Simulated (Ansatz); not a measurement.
# Run report: Rb$_{8}$ (charge −1), single-point calculation

The run: single-point calculation of Rb$_{8}$, charge −1, multiplicity 2. Method and program: UKS PBE/def2-TZVPD (Ansatz 0.2.0).

The geometry comes from this level: PBE/def2-SVPD.

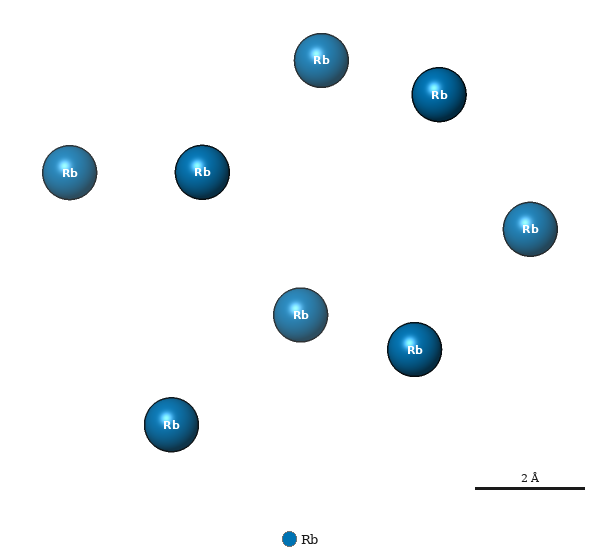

Fig. 1: The structure as given in the input (ball-and-stick view, seen at a tilt).

## Input file
```yaml
crystal:
  periodic: [false, false, false]
  atoms:
    - {symbol: Rb, position_ang: [3.218149, -0.206225, -1.917945]}
    - {symbol: Rb, position_ang: [2.313079, 3.640058, 0.712420]}
    - {symbol: Rb, position_ang: [-4.972685, -0.990631, 0.278188]}
    - {symbol: Rb, position_ang: [-1.271908, 1.153513, 3.120763]}
    - {symbol: Rb, position_ang: [-0.741625, -1.972174, -4.051732]}
    - {symbol: Rb, position_ang: [-1.418795, 2.036828, -1.568687]}
    - {symbol: Rb, position_ang: [-0.369777, -2.828772, 0.630887]}
    - {symbol: Rb, position_ang: [3.243562, -0.832596, 2.796115]}
basis:
  gaussian: {orbitals: def2-TZVPD, initial_orbitals: start.molden}
total_charge: -1
magnetization: {spin_polarized: true, initial_magnetization: 1}
hamiltonian: {xc: pbe}
scf: {omitted_lower_state_checks: [starts]}
output: {forces: true, orbitals: {seedname: orbitals}}
```

Hardware: 4 threads of Arm Neoverse V1, 23 GiB of memory available, shared host.

Launch command:
```bash
ansatz run in.yaml --threads 4 --pin off --events-out ev --progress --plain --max-ram 4787MiB
```

## Output
```
Functional definition: PBE
  name "PBE"
  cite "Perdew, Burke & Ernzerhof, Phys. Rev. Lett. 77, 3865 (1996) doi:10.1103/PhysRevLett.77.3865"
  parent pbe
  parameter kappa = 0.804
  parameter beta = 0.06672455060314922
  exchange = pbe_x(kappa = kappa, mu = beta*pi^2/3)
  correlation = pbe_c(beta = beta)
these checks for a lower state are left out or cut short: starts
2592 factors; their error is unknown
mean field evaluation 1: about -5247.0450 eV, gradient 3.2e0 eV
mean field evaluation 2: about -5247.1060 eV, gradient 1.1e-1 eV
mean field evaluation 4: about -5247.1040 eV, gradient 2.8e-2 eV
mean field evaluation 8: about -5247.1040 eV, gradient 4.5e-5 eV
mean field -5247.10404928 eV, -192.8275171962 hartree, gradient 9.9e-6 eV, S^2 0.773000; 0 other end points of the search recorded, 0 dependent functions left out
the calculation of the forces begins
reference -5247.10410596 eV, -192.8275192793 hartree; 37, 36 occupied and 227, 228 virtual orbitals, 2592 factors
Total energy: -5247.10410596 eV, -192.8275192793 hartree
Atom 0 at     3.218149    -0.206225    -1.917945 Å, force    -0.000930     0.000465    -0.001449 eV/Å
Atom 1 at     2.313079     3.640058     0.712420 Å, force     0.003606    -0.009470     0.001404 eV/Å
Atom 2 at    -4.972685    -0.990631     0.278188 Å, force     0.009917     0.000070    -0.007370 eV/Å
Atom 3 at    -1.271908     1.153513     3.120763 Å, force    -0.001075    -0.000298    -0.003736 eV/Å
Atom 4 at    -0.741625    -1.972174    -4.051732 Å, force     0.002224     0.009770     0.021517 eV/Å
Atom 5 at    -1.418795     2.036828    -1.568687 Å, force    -0.007930    -0.000258    -0.002679 eV/Å
Atom 6 at    -0.369777    -2.828772     0.630887 Å, force    -0.005631    -0.007182    -0.000066 eV/Å
Atom 7 at     3.243562    -0.832596     2.796115 Å, force    -0.000180     0.006903    -0.007621 eV/Å
Dipole moment:     0.514299     0.113169     0.006301 e Å
Checks for a lower state left out: starts
```

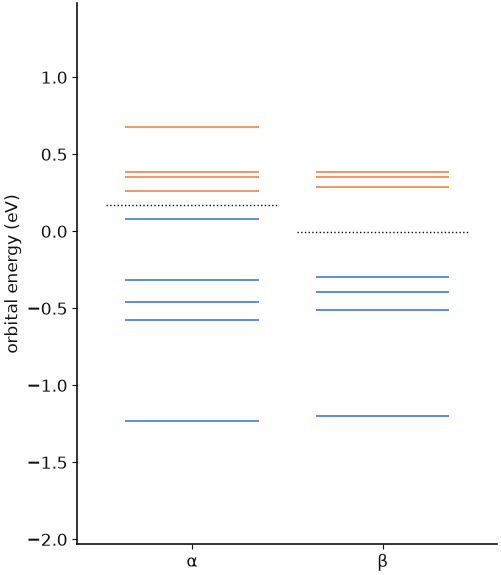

Fig. 2: Orbital energies near the frontier for α and β spins; the dotted line parts filled from empty levels, and levels within 0.02 eV of each other stand side by side. α: highest filled 0.08 eV, lowest empty 0.26 eV, 0.18 eV apart; β: highest filled −0.30 eV, lowest empty 0.29 eV, 0.59 eV apart.

## Key numbers

```tsv
quantity	value
outcome	converged
total energy	−5247.1041 eV
⟨S²⟩	0.773
SCF solution under orbital rotations	stable
HOMO (either spin)	0.08 eV
LUMO (either spin)	0.26 eV
largest force (length of the vector)	0.024 eV/Å
wall time	63 s (CPU time 4.1 min)
peak memory	1.7 GiB
```

The highest filled orbital lies above zero: either the extra electron isn't bound at this level, or the self-interaction error of the functional lifts the level.
